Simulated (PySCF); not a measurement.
# C₂H₄FGeN₃ (SMILES Fc1c[n]([GeH3])nn1): what the fields show

```xyz
11

F     3.3156   -0.2471    0.0775
C     2.0355    0.0771   -0.0355
C     0.9362   -0.6871    0.2969
N    -0.1084    0.1097   -0.0101
Ge   -1.9566   -0.0049   -0.0113
N     0.3475    1.2688   -0.4937
N     1.6258    1.2585   -0.5125
H     0.8287   -1.6704    0.7040
H    -2.3425   -0.6186   -1.3163
H    -2.3655    1.4102    0.1381
H    -2.3109   -0.8936    1.1369
```

Geometry: GFN2-xTB.

These are results of CAM-B3LYP/def2-SVPD, SCF density, gas phase in PySCF, not measurements.

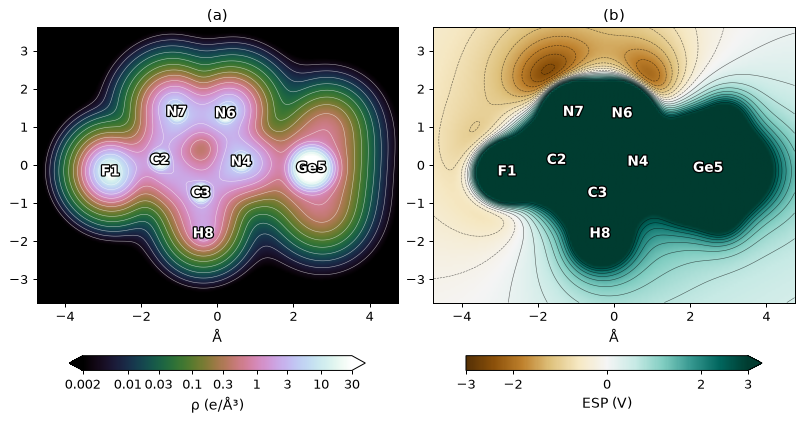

Figure 1. (a) total electron density; (b) molecular electrostatic potential on the plane of atoms F1, C2 and C3.

**Describe what can be read from this map.**

- The section cuts through F, C, N, Ge and H sites.
- N–N (1.28 Å): ρ at the midpoint is about 3 e/Å³.
- C–F (1.33 Å): the density is about 2.4 e/Å³ at the midpoint.
- C–N (1.34 Å): the density is about 2.5 e/Å³ at the midpoint.
- C–C (1.38 Å): the density is about 2.1 e/Å³ at the midpoint.
- Ge–N (1.85 Å): the density is about 0.92 e/Å³ at the midpoint.
- Outside the dense part of the molecule the potential is most negative (−2.5 V) near N7.

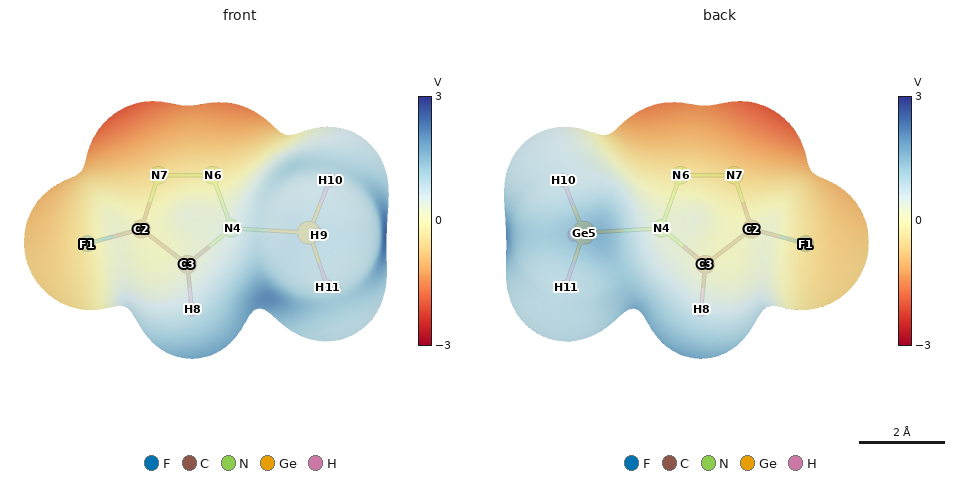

Figure 2. The molecular electrostatic potential painted on the density surface at 0.002 e/bohr³, seen from the front and from behind; the colour scale runs from red (negative) to blue (positive).

**Where is the surface potential most negative and most positive?**

The most negative region (about −1.9 V) lies over N7, the most positive (about +2.4 V) over Ge5. N7 is the likeliest acceptor of a hydrogen bond.

**What dipole moment does the calculation give?**

Its dipole moment is 5.40 D.
